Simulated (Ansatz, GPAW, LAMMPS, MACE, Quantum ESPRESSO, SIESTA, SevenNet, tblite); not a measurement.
**Rapidly quenched Si24Mg76 (at. %) (110 atoms): other programs against plane waves**

One geometry of rapidly quenched Si24Mg76 (at. %) (110 atoms) is solved by several programs and methods. How far do their forces lie from a plane-wave PBE run?

Results are calculated, not measured.

### Step 1. The structure

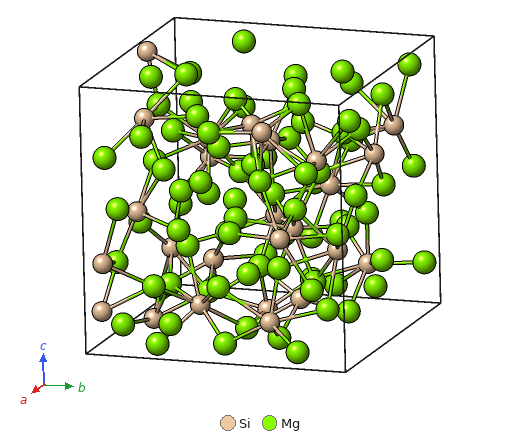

The cell (silicon light orange, magnesium green). Bonds to atoms that aren't drawn are left out. Some periodic images of atoms are drawn too.

The cell holds 110 atoms (26 Si and 84 Mg), with edges of 13.53, 13.53 and 13.53 Å. Recipe: 110 atoms (26 Si, 84 Mg) placed at random at 1.75 g/cm³, melted at 2000 K for 10 ps at fixed volume with the MEAM Al-Si-Mg-Cu-Fe potential (Jelinek et al., Phys. Rev. B 85, 245102 (2012)). Quenched from 2000 K to 300 K at 5 K/ps and zero pressure, held 5 ps. The density is 1.86 g/cm³.

### Step 2. The reference input

Quantum ESPRESSO 7.5: Kohn-Sham DFT, PBE, SSSP efficiency 1.3.0 pseudopotentials, plane waves. Its input, pw.in:

```
&control
  calculation = 'scf'
  pseudo_dir = './pseudo'
  outdir = './tmp'
  disk_io = 'none'
  tprnfor = .true.
  tstress = .true.
/
&system
  ibrav = 0
  nat = 110
  ntyp = 2
  ecutwfc = 45
  ecutrho = 360
  nosym = .true.
  occupations = 'smearing'
  smearing = 'fd'
  degauss = 0.003675
/
&electrons
  conv_thr = 5.5e-07
  electron_maxstep = 100
  mixing_beta = 0.2
  mixing_mode = 'local-TF'
  diagonalization = 'david'
/
ATOMIC_SPECIES
Si 28.085 Si.upf
Mg 24.305 Mg.upf
CELL_PARAMETERS angstrom
13.53281 0.00000 0.00000
0.00000 13.53281 0.00000
0.00000 0.00000 13.53281
ATOMIC_POSITIONS crystal
Si 0.18935 0.90724 0.70920
Si 0.46053 0.92982 0.67330
Si 0.95812 0.68458 0.86598
Si 0.48949 0.54019 0.70396
[... 104 atom lines left out ...]
Mg 0.23500 0.59271 0.12404
Mg 0.74577 0.03211 0.27999
K_POINTS gamma
```

```console
$ OMP_NUM_THREADS=1 pw.x -in pw.in > output.txt
```

The job ended after 16 min (1 thread of Arm Neoverse V2, shared host; peak memory 5.5 GiB).

It converged with an r.m.s. force component of 0.33 eV/Å and a pressure of -1.4 GPa.

### Step 3. The other programs

- GPAW 26.7.0: PAW with atomic orbitals (LCAO), plane waves or a real-space grid of spacing h.
- MACE: machine-learned potential, published weights.
- SIESTA 5.4.2: numerical atomic orbitals, whose automatically made sets are far from complete, with PseudoDojo norm-conserving potentials that we converted to its format (checked against plane waves on the same files for H, C, O, Si, Ge and Ca alone); labels give functional, basis size, energy shift and mesh cutoff.
- SevenNet: machine-learned potential, published weights.

All use the same cell and atoms, and the electronic-structure runs the same k-mesh.

### Step 4. Side by side

Differences are against the reference: forces as r.m.s. over components, share as that over the reference's r.m.s. force, slope as the fitted ratio of a run's forces to the reference's.

```csv
run,"Δ force, r.m.s. (meV/Å)",share (%),slope,Δ pressure (GPa),cores,CPU time,memory (GiB)
reference,-,-,-,-,1,16 min,5.5
"GPAW PBE, LCAO dzp, h 0.2 Å",37.6,11.3,1.050,-,2,19 min,3.7
"GPAW PBE, LCAO dzp, h 0.22 Å (coarse)",37.5,11.3,1.050,-,1,14 min,2.1
"GPAW PBE, LCAO szp(dzp), h 0.2 Å (coarse)",56.0,16.8,1.051,-,1,10 min,2.7
"GPAW revPBE, LCAO dzp, h 0.2 Å",53.6,16.1,1.093,-,2,20 min,3.7
MACE MP-0b2 small potential,110,33.1,0.809,0.0762,1,5.9 s,0.66
MACE MP-0b3 medium potential,107,32.3,0.803,-0.0685,1,7 s,1.0
"SIESTA PBE, DZP, shift 0.01 Ry, mesh 100 Ry (coarse)",193,58.0,1.260,1.93,2,1.7 min,0.71
"SIESTA PBE, DZP, shift 0.01 Ry, mesh 500 Ry",130,39.0,1.261,1.34,2,11 min,3.2
"SIESTA PBE, SZP, shift 0.01 Ry, mesh 500 Ry (coarse)",131,39.4,1.245,1.61,2,9 min,3
"SIESTA PBE, TZP, shift 0.01 Ry, mesh 500 Ry",111,33.4,1.233,0.765,4,13 min,3.9
SevenNet l3i5 potential,103,30.8,0.861,-0.252,1,8.2 s,1.2
```

Rows marked coarse were listed beforehand as settings not expected to be converged; some can still land near the reference.

Times of the machine-learned potentials are mostly Python's start and the loading of weights.

Runs without a result: tblite GFN1-xTB (not converged).

CPU time is summed over cores on shared hosts, so it is rough.

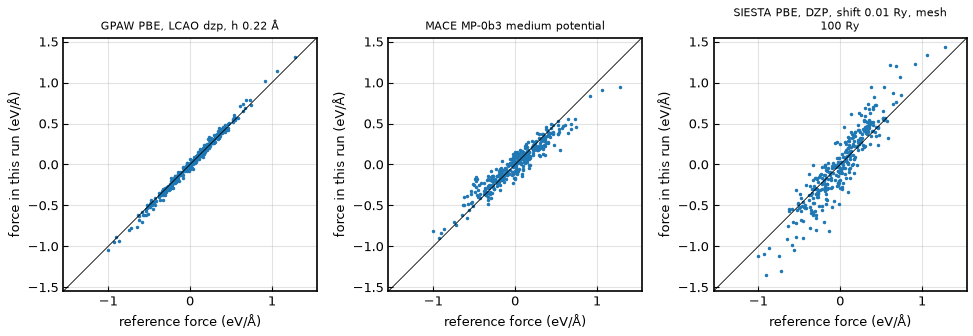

Force components against those of the reference; the line marks equality.

### Step 5. Findings

Forces lie from 11 % (GPAW PBE, LCAO dzp, h 0.22 Å, coarse) to 58 % (SIESTA PBE, DZP, shift 0.01 Ry, mesh 100 Ry, coarse) of the reference's r.m.s. force of 0.33 eV/Å away from it. The PBE runs in local orbitals, coarse settings apart, differ by 11 % (GPAW PBE, LCAO dzp, h 0.2 Å) to 39 % (SIESTA PBE, DZP, shift 0.01 Ry, mesh 500 Ry); basis, grid and potentials can all enter. Machine-learned potentials differ by 31 % (SevenNet l3i5 potential) to 33 % (MACE MP-0b2 small potential); they were trained on other programs' data. Among those trained on PBE data the slope goes as low as 0.80. Rows with another functional or a dispersion term differ by 16 % (GPAW revPBE, LCAO dzp, h 0.2 Å), which mixes the change of model with differences of basis and potentials.

Runs with settings chosen to be coarse differ by 11 % (GPAW PBE, LCAO dzp, h 0.22 Å) to 58 % (SIESTA PBE, DZP, shift 0.01 Ry, mesh 100 Ry), their programs' other errors included. SIESTA PBE, DZP, shift 0.01 Ry, mesh 500 Ry stiffens the forces by a factor of 1.26 while following their directions (correlation 0.975); the slopes of the 4 SIESTA runs lie between 1.23 and 1.26. From GPAW PBE, LCAO dzp, h 0.22 Å to the finer GPAW PBE, LCAO dzp, h 0.2 Å the share goes from 11.3 to 11.3 %, so the grid isn't what parts these runs from the reference. From SIESTA PBE, DZP, shift 0.01 Ry, mesh 100 Ry to the finer SIESTA PBE, DZP, shift 0.01 Ry, mesh 500 Ry the share falls from 58 to 39 %. Pressures at PBE, coarse settings apart, lie +0.76 to +1.34 GPa from the reference's.

Caveats: The potentials hold different valence shells: 272 electrons in the reference, 944 in GPAW and 944 in SIESTA; this bears on time and differences. The reference's pressure holds the uncorrected Pulay stress of its 45 Ry basis, so small pressure differences may be the reference's own error. Machine-learned potentials mimic data converged in k, so the reference's own k-point error enters their differences. The quench rate of 5 K/ps is many orders above laboratory rates, so the cell is likely richer in defects and strain than a real sample. The network of bonds at the start is that of the classical potential that made the cell, and needn't be the one that DFT or experiment would give. The electronic-structure runs sample only Γ, in a cell whose shortest periodic width is 14 Å, which is coarse for a cell with partly filled levels. Where levels are smeared, the DFT runs use Fermi–Dirac occupations at 580 K (0.05 eV), and energies are free energies. The reference's cutoffs and mesh weren't converged further here.

[Logs are printed without paths, hosts, clocks, repeated set-up lines and the standing remarks that a program may print on its own settings, such as how far it seeks lower states.]

[Hosts, paths, dates, database ids (printed as entryN), source tags and the programs' standing remarks are cut or masked in the printed files.]

[Cells were taken only where this reference lay near another plane-wave run.]
